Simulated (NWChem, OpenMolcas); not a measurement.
**Predicting a hybrid from its neighbours: C3H5Cl**

The species is C3H5Cl (9 atoms), meant as a singlet with charge 0. As SMILES, `C=C(C)Cl`. The coordinates come from a PBE0-D4/def2-TZVP relaxation.

The HOMO–LUMO gap y, in eV, basis def2-SVP; a is the functional's share of exact exchange. Programs: NWChem 7.3.0, OpenMolcas 26.06.

| functional | program | a | y (eV) |
| --- | --- | --- | --- |
| BLYP | OpenMolcas | 0 | 5.21 |
| PBE | OpenMolcas | 0 | 5.23 |
| B3LYP | NWChem | 0.2 | ? |
| PBE0 | NWChem | 0.25 | 7.45 |
| BHLYP | OpenMolcas | 0.5 | 9.65 |

Fit y = c + s·a to the known rows and predict B3LYP.


1. Means of the 4 rows: a = 0.1875, y = 6.885.
2. Σ(Δa)² = 0.17188, Σ(Δa·Δy) = 1.5238, so the slope is 1.5238/0.17188 = 8.8655.
3. Intercept: 6.885 − (8.8655) × 0.1875 = 5.223. The largest residual of the fit is 0.013.
4. B3LYP: 5.223 + (8.8655) × 0.2 = 7.00 eV.

The run gave 6.99 eV, so the prediction is off by +0.01 eV, within the scatter of the fit. Exact exchange lowers occupied levels and raises empty ones.

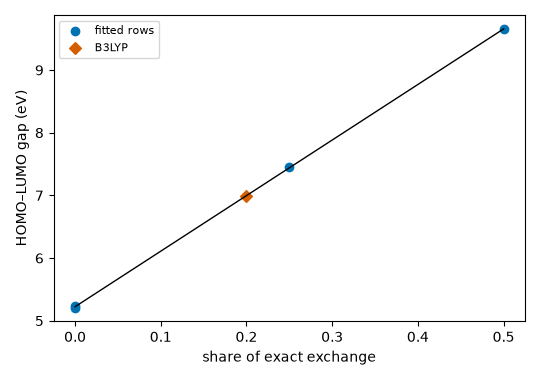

The fitted line, with the withheld row.
